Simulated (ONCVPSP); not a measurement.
## Run report: Ir, pseudopotential generation

- system: iridium (Ir, Z = 77), core [Kr] 4d10 4f14, reference valence 5s2 5p6 5d7 (an ion of charge +2), valence charge 17.
- method: ONCV potential, LDA (Perdew-Zunger), scalar-relativistic, made with ONCVPSP 4.0.1

### Results in brief

- outcome: generated
- cutoffs needed: 31 Ha and 35 Ha (the cutoffs at which the residual kinetic energy of the hardest occupied pseudo-wave falls to 1 and 0.1 mHa per electron)
- ghost test: no bound ghost flagged; GHOST(+) flagged for s at 196.1 eV
- largest excitation error: +101 meV (all-electron minus pseudo) for 5s2 5p6 5d5, out of 4 test configurations
- range over which the phases arctan(r R′/R) at the test radius agree within 0.05 rad (a looser test near the poles than one of phase shifts): s: over the whole range computed; p: over the whole range computed; d: over the whole range computed; f: not judged, local potential alone
- hardware: 1 CPU thread, shared host
- wall time: 3.6 s

### Remarks

Warnings of the program, in the generation or the tests: wellstate: moderately localized bound state found for n= 6 l= 0; wellstate: negative energy specified for n= 6 l= 1.

### Input
```
# ATOM AND REFERENCE CONFIGURATION
# atsym  z   nc   nv     iexc    psfile
  Ir 77.00   10    3        3      upf
#
#   n    l    f
    1    0    2.00
    2    0    2.00
    2    1    6.00
    3    0    2.00
    3    1    6.00
    3    2   10.00
    4    0    2.00
    4    1    6.00
    4    2   10.00
    4    3   14.00
    5    0    2.00
    5    1    6.00
    5    2    7.00
#
# PSEUDOPOTENTIAL AND OPTIMIZATION
# lmax
    2
#
#   l,   rc,      ep,       ncon, nbas, qcut
    0    1.50    0.00    5    9    8.80
    1    1.35    0.00    3    7    8.30
    2    2.35    0.00    3    8    6.10
#
# LOCAL POTENTIAL
# lloc, lpopt,  rc(5),   dvloc0
    4    4    1.00   -1.00
#
# VANDERBILT-KLEINMAN-BYLANDER PROJECTORs
# l, nproj, debl
    0    2    0.80
    1    2    2.20
    2    2    3.70
#
# MODEL CORE CHARGE
# icmod, fcfact, rcfact
    0    0.00    0.00
#
# LOG DERIVATIVE ANALYSIS
# epsh1, epsh2, depsh
   -6.00    5.00    0.04
#
# OUTPUT GRID
# rlmax, drl
    6.00    0.01
#
# TEST CONFIGURATIONS
# ncnf
    4
# nvcnf
#   n    l    f
    4
    5    0    2.00
    5    1    6.00
    5    2    7.00
    6    0    2.00
#
    4
    5    0    2.00
    5    1    6.00
    5    2    7.00
    6    0    1.00
#
    3
    5    0    2.00
    5    1    6.00
    5    2    6.00
#
    3
    5    0    2.00
    5    1    6.00
    5    2    5.00
#
```

Run as:
```bash
oncvpsp.x < Ir.dat > Ir.out
```

### Output (extracts)
```
ONCVPSP  (Optimized Norm-Conservinng Vanderbilt PSeudopotential)
scalar-relativistic version 4.0.1

#   n    l    f        energy (Ha)
    1    0    2.00    -2.7964159E+03
    2    0    2.00    -4.8977136E+02
    2    1    6.00    -4.2570453E+02
    3    0    2.00    -1.1503998E+02
    3    1    6.00    -9.6311089E+01
    3    2   10.00    -7.5670070E+01
    4    0    2.00    -2.5031398E+01
    4    1    6.00    -1.8887155E+01
    4    2   10.00    -1.1343121E+01
    4    3   14.00    -2.9520934E+00
    5    0    2.00    -4.2660456E+00
    5    1    6.00    -2.6728054E+00
    5    2    7.00    -9.0801535E-01

Reference configufation results
  iterations    25
  all-electron total energy (Ha)   -1.78164728D+04

Begin loop to  construct optimized pseudo wave functions
and semi-local pseudopoentials for all angular momenta

WARNING wellstate: moderately localized bound state found for n= 6 l=  0
WARNING scattering state with energy  0.05000000
WARNING will be used for the first projector

   Wellstate for l =  0  n =  7
     eigenvalue =   0.0500
     asymptotic potential =   0.5500
     half-point radius =  4.0778

Calculating optimized projector #   1

 for l=   0

    Fraction of norm inside rc  0.936531
    Optimizing pswf for qcut=   8.80 a_B^-1,  ecut=  38.72 Ha
    Residual kinetic energy error=  1.94D-05 Ha

    Energy error per electron        Cutoff
         Ha          eV             Ha
         0.01000     0.27211       25.15
         0.00100     0.02721       30.81
         0.00010     0.00272       35.25
         0.00001     0.00027       58.18

Calculating optimized projector #   2

 for l=   0

    Fraction of norm inside rc  0.040475
    Optimizing pswf for qcut=   8.80 a_B^-1,  ecut=  38.72 Ha
    Residual kinetic energy error=  6.63D-06 Ha

    Energy error per electron        Cutoff
         Ha          eV             Ha
         0.01000     0.27211       19.93
         0.00100     0.02721       27.55
         0.00010     0.00272       33.13
         0.00001     0.00027       38.26

WARNING wellstate: negative energy specified for n= 6 l=  1
WARNING scattering state with energy  0.25000000
WARNING will be used for the first projector

   Wellstate for l =  1  n =  7
     eigenvalue =   0.2500
     asymptotic potential =   0.7500
     half-point radius =  4.5527

Calculating optimized projector #   1

 for l=   1

    Fraction of norm inside rc  0.744118
    Optimizing pswf for qcut=   8.31 a_B^-1,  ecut=  34.54 Ha
    Residual kinetic energy error=  5.92D-05 Ha

    Energy error per electron        Cutoff
         Ha          eV             Ha
         0.01000     0.27211       20.10
         0.00100     0.02721       27.63
         0.00010     0.00272       33.38
         0.00001     0.00027       95.57

Calculating optimized projector #   2

 for l=   1

    Fraction of norm inside rc  0.031639
    Optimizing pswf for qcut=   8.31 a_B^-1,  ecut=  34.54 Ha
    Residual kinetic energy error=  2.06D-05 Ha

    Energy error per electron        Cutoff
         Ha          eV             Ha
         0.01000     0.27211        8.91
         0.00100     0.02721       23.68
         0.00010     0.00272       30.60
         0.00001     0.00027       40.42

   Wellstate for l =  2  n =  8
     eigenvalue =   2.7920
     asymptotic potential =   3.2920
     half-point radius =  3.9606

Calculating optimized projector #   1

 for l=   2

    Fraction of norm inside rc  0.869330
    Optimizing pswf for qcut=   6.10 a_B^-1,  ecut=  18.60 Ha
    Residual kinetic energy error=  2.38D-06 Ha

    Energy error per electron        Cutoff
         Ha          eV             Ha
         0.01000     0.27211       11.08
         0.00100     0.02721       13.69
         0.00010     0.00272       15.74
         0.00001     0.00027       17.41

Calculating optimized projector #   2

 for l=   2

    Fraction of norm inside rc  0.136671
    Optimizing pswf for qcut=   6.10 a_B^-1,  ecut=  18.60 Ha
    Residual kinetic energy error=  5.21D-05 Ha

    Energy error per electron        Cutoff
         Ha          eV             Ha
         0.01000     0.27211       12.96
         0.00100     0.02721       15.80
         0.00010     0.00272       18.15
         0.00001     0.00027       35.05

Construct Vanderbilt / Kleinmman-Bylander projectors

B matrix Hermiticity error, ll=   0
   1   2   -5.8447E-04

  Orthonormal projector coefficients  1.7366E+01  2.1532E+00

B matrix Hermiticity error, ll=   1
   1   2   -3.5619E-04

  Orthonormal projector coefficients  1.2066E+01  2.1353E+00

B matrix Hermiticity error, ll=   2
   1   2    2.8351E-04

  Orthonormal projector coefficients  6.1218E+00 -1.1390E+00

Pseudoatom total energy -103.393566

Diagnostic tests using Vanderbilt-Kleinman-Bylander pseudopotentials
  1 or more projectors used as specified by nproj input data

   l    rcore       rmatch      e in        delta e   norm test  slope test

   0   1.5042134   1.5498846  -4.2660456   0.0000045   1.0002502   1.0002422
   0   1.5042134   1.5498846   0.0500000   0.0000578   1.0004093   1.0004093

   1   1.3506593   1.3916682  -2.6728054   0.0000332   1.0002022   1.0002571
   1   1.3506593   1.3916682   0.2500000   0.0000099   1.0005702   1.0005702

   2   2.3559063   2.4274368  -0.9080153  -0.0000157   1.0000431   1.0000317
   2   2.3559063   2.4274368   2.7919847  -0.0000364   1.0000749   1.0000749

 Testing for bound ghosts
   n   l    E NL Schr. Eq   E Basis Diag.   E Cutoff

   1   0       -4.266041       -4.266040    155.03

   2   1       -2.672772       -2.672745    122.11

   3   2       -0.908031       -0.907999     62.27

 Testing for highly-localized positive-energy ghosts
       l    <radius>/rc     E Basis Diag.   E Cutoff

       0        0.431377        7.206381    155.03  WARNING - GHOST(+)

Test configuration 0

   n   l     f        eae           eps        diff
   1   0  2.0000-2796.41589660
   2   0  2.0000 -489.77136407
   2   1  6.0000 -425.70452726
   3   0  2.0000 -115.03997814
   3   1  6.0000  -96.31108917
   3   2 10.0000  -75.67006982
   4   0  2.0000  -25.03139768
   4   1  6.0000  -18.88715494
   4   2 10.0000  -11.34312056
   4   3 14.0000   -2.95209343
   5   0  2.0000   -4.26604562   -4.26604110    4.52D-06
   5   1  6.0000   -2.67280539   -2.67277223    3.32D-05
   5   2  7.0000   -0.90801535   -0.90803109   -1.57D-05

    Total energies and differences
      AE_ref= -1.78164728D+04  AE_tst= -1.78164728D+04  dif=  0.00D+00
      PS_ref= -1.03393566D+02  PS_tst= -1.03393566D+02  dif=  8.53D-14
      PSP excitation error= -8.53D-14

Test configuration 1

   n   l     f        eae           eps        diff
   1   0  2.0000-2795.75767482
   2   0  2.0000 -489.11857724
   2   1  6.0000 -425.05157164
   3   0  2.0000 -114.38647599
   3   1  6.0000  -95.65758435
   3   2 10.0000  -75.01698824
   4   0  2.0000  -24.37753317
   4   1  6.0000  -18.23333465
   4   2 10.0000  -10.68950196
   4   3 14.0000   -2.29855554
   5   0  2.0000   -3.61237581   -3.61013315    2.24D-03
   5   1  6.0000   -2.01839109   -2.01677720    1.61D-03
   5   2  7.0000   -0.27033872   -0.26983211    5.07D-04
   6   0  2.0000   -0.24224070   -0.24238545   -1.45D-04

    Total energies and differences
      AE_ref= -1.78164728D+04  AE_tst= -1.78175031D+04  dif= -1.03D+00
      PS_ref= -1.03393566D+02  PS_tst= -1.04424289D+02  dif= -1.03D+00
      PSP excitation error=  4.57D-04

Test configuration 2

   n   l     f        eae           eps        diff
   1   0  2.0000-2796.06687409
   2   0  2.0000 -489.42548035
   2   1  6.0000 -425.35854252
   3   0  2.0000 -114.69381850
   3   1  6.0000  -95.96492782
   3   2 10.0000  -75.32413189
   4   0  2.0000  -24.68510186
   4   1  6.0000  -18.54089094
   4   2 10.0000  -10.99698122
   4   3 14.0000   -2.60605322
   5   0  2.0000   -3.92035149   -3.91899358    1.36D-03
   5   1  6.0000   -2.32707623   -2.32606342    1.01D-03
   5   2  7.0000   -0.57273958   -0.57243620    3.03D-04
   6   0  1.0000   -0.51141350   -0.51146337   -4.99D-05

    Total energies and differences
      AE_ref= -1.78164728D+04  AE_tst= -1.78171288D+04  dif= -6.56D-01
      PS_ref= -1.03393566D+02  PS_tst= -1.04049774D+02  dif= -6.56D-01
      PSP excitation error=  2.34D-04

Test configuration 3

   n   l     f        eae           eps        diff
   1   0  2.0000-2796.93763948
   2   0  2.0000 -490.29489409
   2   1  6.0000 -426.22804661
   3   0  2.0000 -115.56085122
   3   1  6.0000  -96.83196318
   3   2 10.0000  -76.19145638
   4   0  2.0000  -25.55105783
   4   1  6.0000  -19.40674106
   4   2 10.0000  -11.86264272
   4   3 14.0000   -3.47061220
   5   0  2.0000   -4.77590465   -4.77445049    1.45D-03
   5   1  6.0000   -3.17314594   -3.17207760    1.07D-03
   5   2  6.0000   -1.36664689   -1.36481001    1.84D-03

    Total energies and differences
      AE_ref= -1.78164728D+04  AE_tst= -1.78153394D+04  dif=  1.13D+00
      PS_ref= -1.03393566D+02  PS_tst= -1.02260673D+02  dif=  1.13D+00
      PSP excitation error=  5.41D-04

Test configuration 4

   n   l     f        eae           eps        diff
   1   0  2.0000-2797.51481608
   2   0  2.0000 -490.87420430
   2   1  6.0000 -426.80739688
   3   0  2.0000 -116.13569780
   3   1  6.0000  -97.40681458
   3   2 10.0000  -76.76711367
   4   0  2.0000  -26.12360993
   4   1  6.0000  -19.97912120
   4   2 10.0000  -12.43484239
   4   3 14.0000   -4.04117202
   5   0  2.0000   -5.33283355   -5.32827885    4.55D-03
   5   1  6.0000   -3.71747144   -3.71391428    3.56D-03
   5   2  5.0000   -1.86553322   -1.85986398    5.67D-03

    Total energies and differences
      AE_ref= -1.78164728D+04  AE_tst= -1.78137268D+04  dif=  2.75D+00
      PS_ref= -1.03393566D+02  PS_tst= -1.00651233D+02  dif=  2.74D+00
      PSP excitation error=  3.70D-03
```

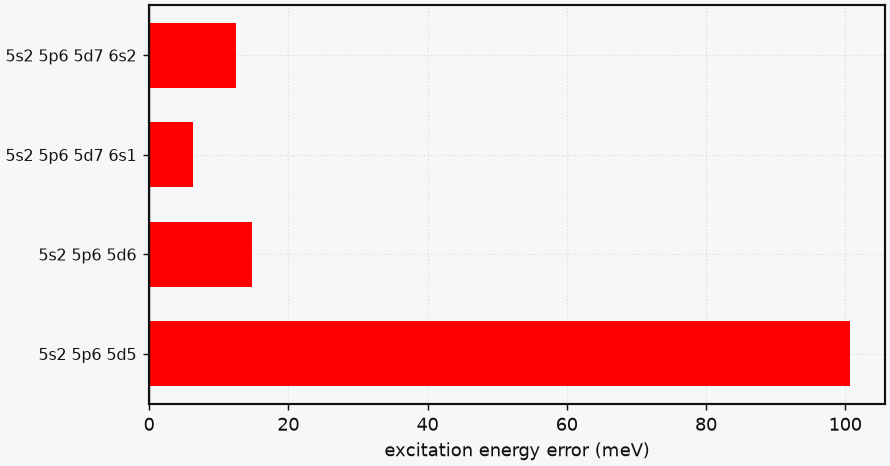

**Figure 1.** Errors, all-electron minus pseudo, of the energies of valence configurations relative to the unpolarised reference 5s2 5p6 5d7.

- Worst configuration: 5s2 5p6 5d5 (charge +4): the error is +101 meV on an all-electron energy of +74.72 eV relative to the reference, or 0.13 %.

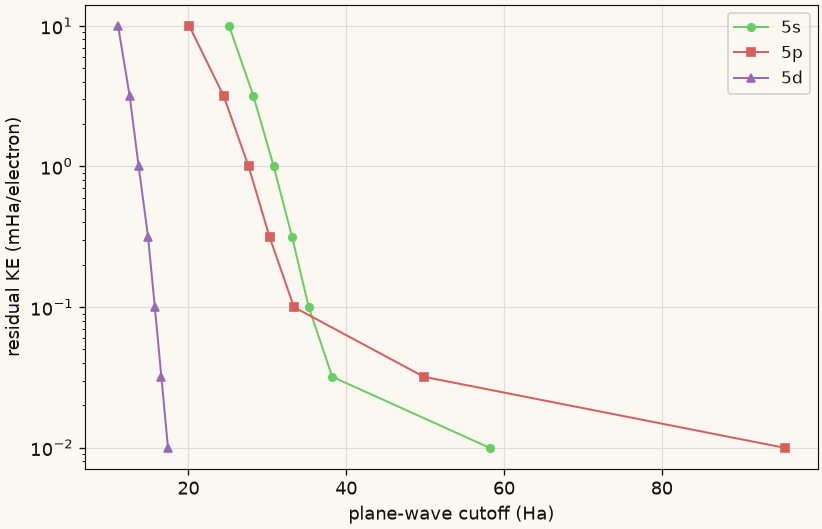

**Figure 2.** Residual kinetic energy of the pseudo-waves (the first of each channel, and further valence shells) beyond the plane-wave cutoff, as the generator prints it.

- Cutoffs for 1 mHa per electron: 5s: 31 Ha; 5p: 28 Ha; 5d: 14 Ha.
- Cutoffs for the occupied states: 31 Ha for 1 mHa and 35 Ha for 0.1 mHa per electron. The first is set by 5s.

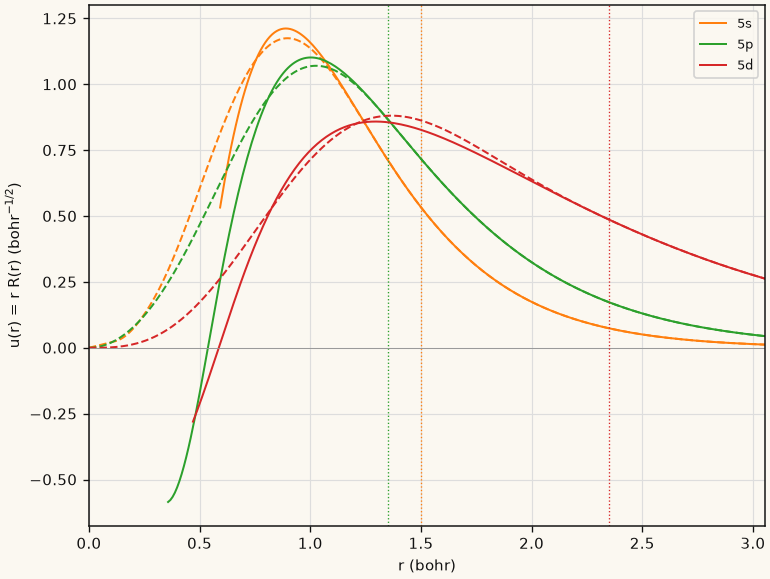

**Figure 3.** Partial waves u(r) = r R(r), all-electron (solid) and pseudo (dashed). Dotted lines mark the matching radii. The innermost oscillations of some all-electron curves aren't drawn. Pseudo-waves: 5s has no node; 5p has no node; 5d has no node.
